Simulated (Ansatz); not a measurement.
The reference is MgSe in the rock salt structure (space group Fm-3m, No. 225; a = 5.391 Å). Axes: x, y, z lie along the cube axes.

Now apply this change: the cell is stretched by 2.00 % along z with no lateral relaxation, atoms relaxed at fixed cell.

The values are results of Ansatz (a program for electronic structure), LDA, PAW, cutoff 420 eV, no spin-orbit coupling, not measurements.

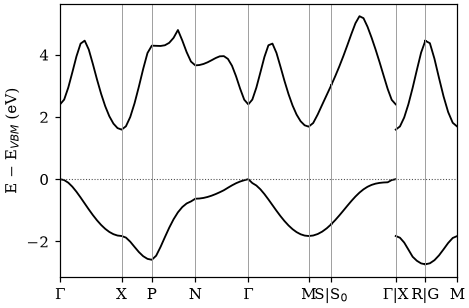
Figure: Highest valence and lowest conduction band along the path of the changed cell's own zone

Task: Read the changed gap and its character from the plot.

Result: About 1.6 eV, indirect, Γ → X.

The cells carry an imposed strain or load. Stability against distortions was not tested. Labels are those of the standard path for the cell's own space group.
